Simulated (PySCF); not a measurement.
# C4H12O2Si (SMILES CO[Si](C)(C)OC): what the fields show

```xyz
19

C    -2.1744   -1.5545    0.2863
O    -1.6430   -0.2786    0.5100
Si   -0.1947    0.2990    0.0571
C    -0.0041    0.4708   -1.8367
C    -0.0897    1.9869    0.9150
O     0.8929   -0.7887    0.6251
C     2.2880   -0.7485    0.5497
H    -3.0802   -1.6471    0.8863
H    -1.4625   -2.3274    0.5790
H    -2.4257   -1.6852   -0.7691
H     0.9153    0.9826   -2.1069
H     0.0130   -0.5035   -2.3203
H    -0.8249    1.0347   -2.2688
H     0.8383    2.4920    0.6653
H    -0.1293    1.8806    1.9944
H    -0.9057    2.6362    0.6200
H     2.6801    0.1250    1.0757
H     2.6226   -0.7115   -0.4897
H     2.6741   -1.6538    1.0201
```

Geometry: GFN2-xTB.

All numbers below come from PySCF, WP04/pcSseg-1, SCF density, in a chloroform solvent model, non-relativistic.

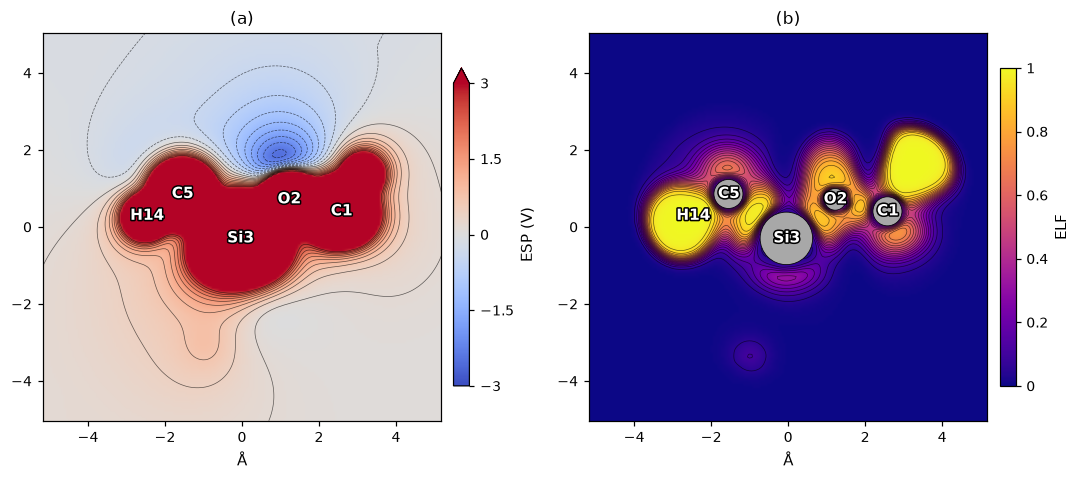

Figure 1. (a) electrostatic potential; (b) ELF on the plane of atoms O2, Si3 and C5. Grey discs cover the atomic cores in the ELF map.

Q: Describe what can be read from this map.

A: The plane passes through C, O, Si and H nuclei. C–O (1.40 Å): the ELF peaks at about 0.90 between the atoms (a shared but strongly polarised pair). Si–O (1.62 Å): the ELF peaks at about 0.85 between the atoms; a polar covalent bond. C–Si (1.90 Å): the ELF peaks at about 1 between the atoms (localised, covalent bonding). C–H (1.09 Å): the ELF climbs to about 1 towards the hydrogen, as it does in any bond to H (a covalent bond by its length). The ELF also peaks beside O2, away from the bonds: lone-pair regions. Outside the dense part of the molecule the potential is most negative (−2.5 V) near O2.

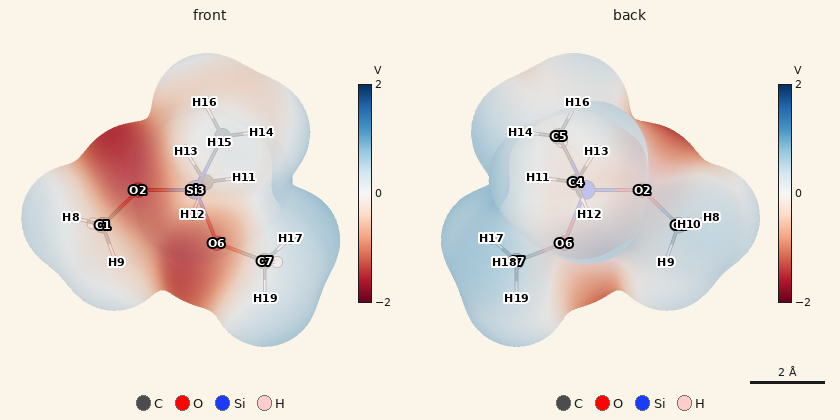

Figure 2. The molecular electrostatic potential painted on the density surface at 0.001 e/bohr³, seen from the front and from behind; the colour scale runs from red (negative) to blue (positive).

Q: Describe the electrostatic potential map.

A: The most negative region (about −1.5 V) lies over O2, the most positive (about +0.9 V) over Si3, C4 and C7. O2 is the likeliest acceptor of a hydrogen bond.

Q: What dipole moment does the calculation give?

A: Its dipole moment is 1.95 D.
